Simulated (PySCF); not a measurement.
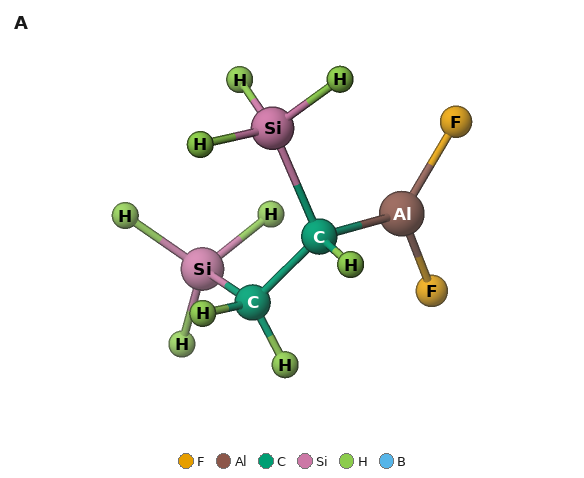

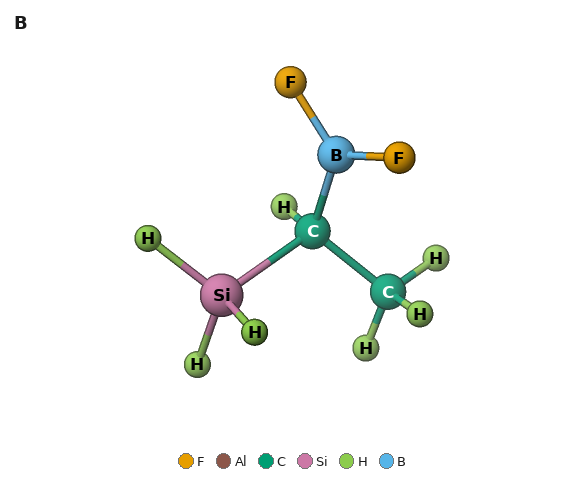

Two related species, optimised with GFN2-xTB; properties computed with PySCF 2.14.0. Both: charge 0, singlet.

Identify both.

Answer. A is C2H9AlF2Si2, B is C2H7BF2Si (C[C@@H]([SiH3])B(F)F).

Compare them. With ωB97X-D/def2-SVPD: dipole moment (D), HOMO–LUMO gap (eV), HOMO energy (Kohn–Sham orbital) (eV), lowest vertical singlet excitation (eV), mean static polarisability (bohr³).

| quantity | A | B |
| --- | --- | --- |
| dipole moment (D) | 3.04 | 1.99 |
| HOMO–LUMO gap (eV) | 10.80 | 12.22 |
| HOMO energy (Kohn–Sham orbital) (eV) | −9.96 | −10.58 |
| lowest vertical singlet excitation (eV) | 6.55 | 7.64 |
| mean static polarisability (bohr³) | 97.4 | 64.5 |

Each is one conformer, and no frequency run is at hand to confirm it as a minimum.

The geometry is semi-empirical. Around Al, B, Si such bond lengths and angles can be off by a tenth of an ångström or more and by several degrees, and values that hang on the shape move with them.
